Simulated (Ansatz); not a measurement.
**Abstraction of H: SbH3 + C2H4ClSi → SbH2 + C2H5ClSi**

Gas-phase species: SbH3 (stibine) `[SbH3]`, singlet; C2H4ClSi `C=C[SiH]Cl`, doublet; SbH2 `[SbH2]`, doublet; C2H5ClSi `C=C[SiH2]Cl`, singlet. A radical takes H: the energy is the difference in strength between the Sb–H bond broken and the Si–H bond made.

Shapes, held fixed at every level: PBE0-D4/def2-TZVP. Flexible molecules stand in one conformer, not always the lowest. Programs: Ansatz 0.2.0. The zero-point and thermal change to 298 K, harmonic and unscaled (PBE0-D4/def2-TZVP), is +2.9 kJ/mol.

```json
{"level": "MP2/def2-SVP", "kind": "perturbation theory", "ΔH(298 K) (kJ/mol)": "-127.2", "less CCSD(T)/def2-TZVPP": "-23.8"}
{"level": "HF/def2-SVP", "kind": "Hartree–Fock", "ΔH(298 K) (kJ/mol)": "-115.9", "less CCSD(T)/def2-TZVPP": "-12.5"}
{"level": "B3LYP-D4/def2-TZVPP", "kind": "global hybrid", "ΔH(298 K) (kJ/mol)": "-93.1", "less CCSD(T)/def2-TZVPP": "+10.3"}
{"level": "PBE0-D4/def2-TZVPP", "kind": "global hybrid", "ΔH(298 K) (kJ/mol)": "-90.2", "less CCSD(T)/def2-TZVPP": "+13.2"}
{"level": "wB97X-V/def2-TZVPP", "kind": "range-separated hybrid", "ΔH(298 K) (kJ/mol)": "-102.5", "less CCSD(T)/def2-TZVPP": "+0.9"}
{"level": "CCSD/def2-TZVPP", "kind": "coupled cluster or CI", "ΔH(298 K) (kJ/mol)": "-106.6", "less CCSD(T)/def2-TZVPP": "-3.2"}
{"level": "CCSD(T)/def2-TZVPP", "kind": "coupled cluster or CI", "ΔH(298 K) (kJ/mol)": "-103.4", "less CCSD(T)/def2-TZVPP": "0.0"}
```

The highest level, CCSD(T)/def2-TZVPP, gives ΔH(298 K) = -103.4 kJ/mol; the levels span -127.2 to -90.2. The column of differences is taken from that level and isn't an error. No measured value is set beside it here. Spin contamination: C2H4ClSi (⟨S²⟩ up to 0.87). Open shells run unrestricted. For atoms past krypton def2 sets carry core potentials with scalar relativity. Outer-core shells of Sb are correlated, in sets that cover them unevenly.

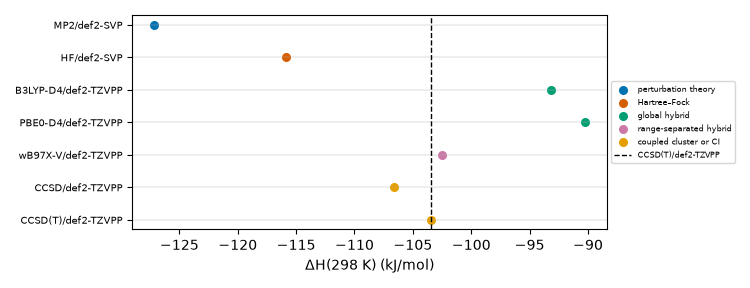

The values of the table, level by level.
